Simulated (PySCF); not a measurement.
**C₃H₈AlFN₂: density, localisation and related maps**

Input

```
{"job": {"kind": "nmr", "xc": "PBE0", "basis": "pcSseg-1"}, "charge": 0, "multiplicity": 1}
C     -1.261632    -1.676503    -0.035198
Al    -0.453773    -0.037903     0.737624
N     -0.688215     1.366114    -0.781457
F     -1.165673     0.911346     1.902459
C      1.595925    -0.057895     0.893820
C      2.053413     0.398047    -0.364546
N      2.303610     0.809332    -1.411381
H     -1.264593    -2.509405     0.672439
H     -0.701683    -2.024082    -0.906862
H     -2.299884    -1.556477    -0.355800
H     -0.754152     2.297466    -0.374531
H     -1.495577     1.229954    -1.384422
H      0.155980     1.336846    -1.358499
H      1.998000     0.590973     1.678339
H      1.973839    -1.069823     1.066102
```

Launched as:

```sh
OMP_NUM_THREADS=1 python probes_run.py task.json out
```

Geometry: GFN2-xTB.

Level of theory: PBE0/pcSseg-1, SCF density, gas phase, non-relativistic (PySCF).

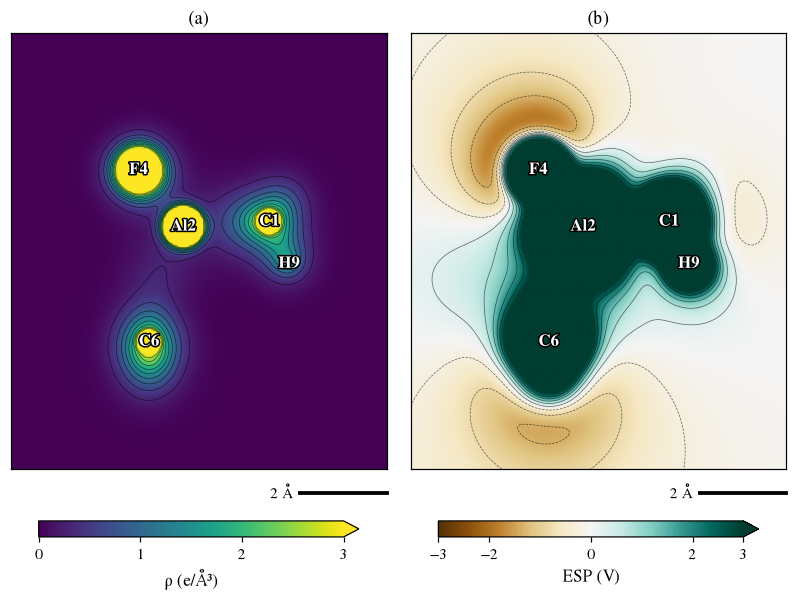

Figure 1. (a) electron density; (b) molecular electrostatic potential on the plane of atoms C1, Al2 and F4.

What do the fields say about this system?

- The section cuts through C, Al, F and H sites.
- Al–F (1.66 Å): ρ at the midpoint is about 0.82 e/Å³.
- C–Al (1.98 Å): the density is about 0.69 e/Å³ at the midpoint.
- Outside the dense part of the molecule the potential is most negative (−1.9 V) near F4.

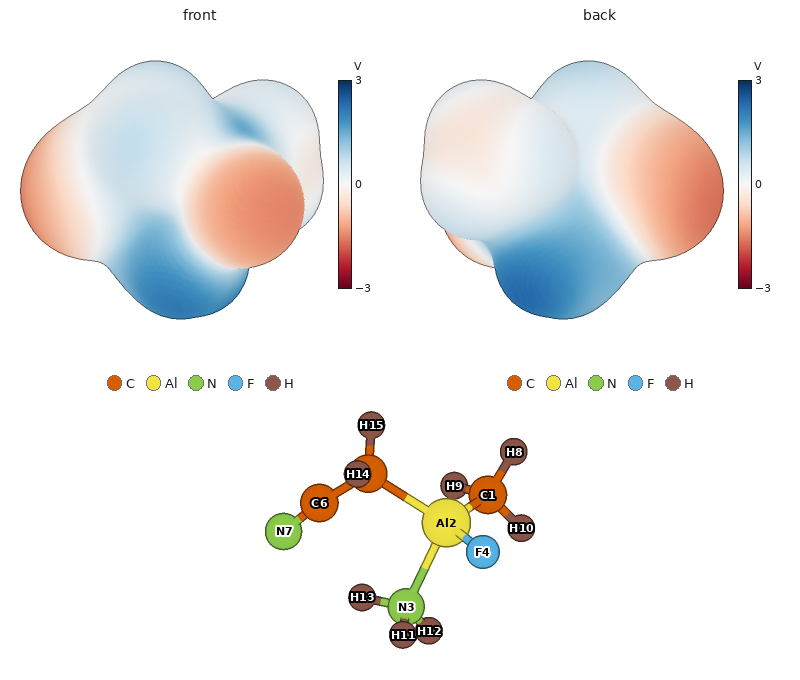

Figure 2. The electrostatic potential painted on the density surface at 0.001 e/bohr³, seen from the front and from behind; the colour scale runs from red (negative) to blue (positive). The bare structure is drawn below in the same view.

Describe the electrostatic potential map.

The most negative region (about −1.6 V, or −37 kcal/mol for a unit charge) lies over N7, the most positive (about +2.3 V, or +53 kcal/mol for a unit charge) over H12. N7 is the likeliest acceptor of a hydrogen bond.

How polar is the molecule by this calculation?

Its dipole moment is 2.31 D.
